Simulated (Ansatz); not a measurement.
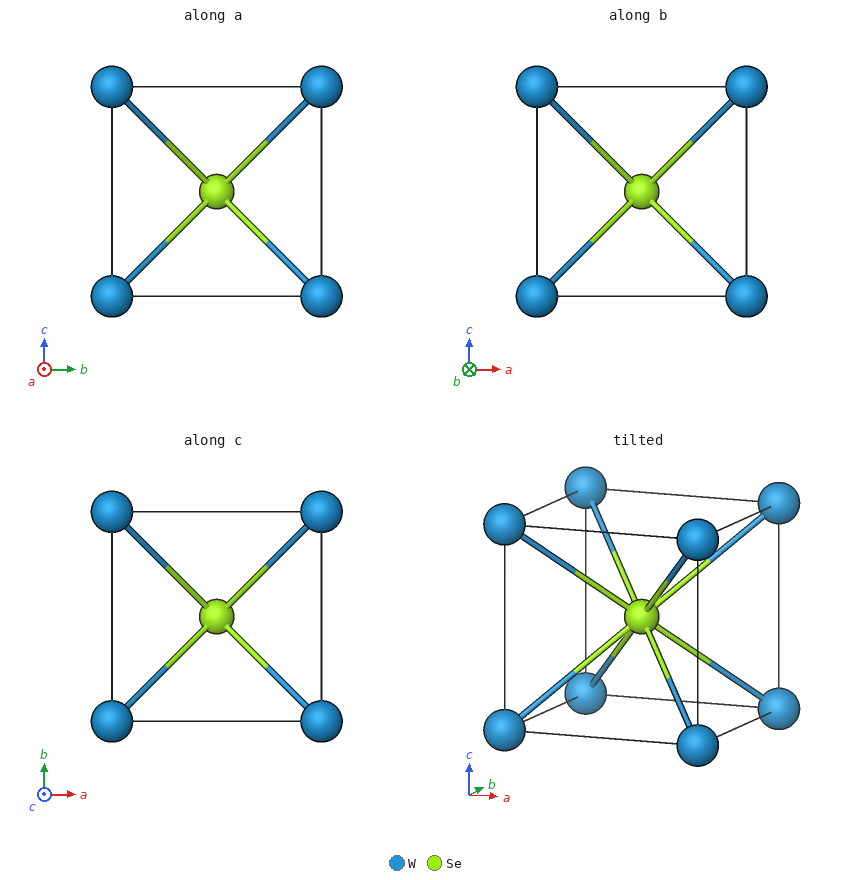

Ball-and-stick drawing of the structure, looking along the a axis, along the b axis, along the c axis and slightly off an axis. The edges of the conventional unit cell are marked.

Lattice parameters: a = 3.5007 Å, b = 3.5007 Å, c = 3.5007 Å, α = 90.000°, β = 90.000°, γ = 90.000°.

> Write the structure as a CIF in P1 with every atom of the cell.

```cif
data_structure
_symmetry_space_group_name_H-M 'P 1'
_symmetry_Int_Tables_number 1
_cell_length_a 3.5007
_cell_length_b 3.5007
_cell_length_c 3.5007
_cell_angle_alpha 90.000
_cell_angle_beta 90.000
_cell_angle_gamma 90.000
_cell_volume 42.90
loop_
_atom_site_label
_atom_site_type_symbol
_atom_site_fract_x
_atom_site_fract_y
_atom_site_fract_z
_atom_site_occupancy
W1 W 0.0000 0.0000 0.0000 1
Se1 Se 0.5000 0.5000 0.5000 1
```

It goes back to a structure type filled with these elements by a generator (whether the compound takes this form wasn't checked). Earlier steps of the study, as a rule a relaxation of our own, may have changed the cell and positions, so they can lie some per cent off the listed ones. A calculation with Ansatz used it as input.
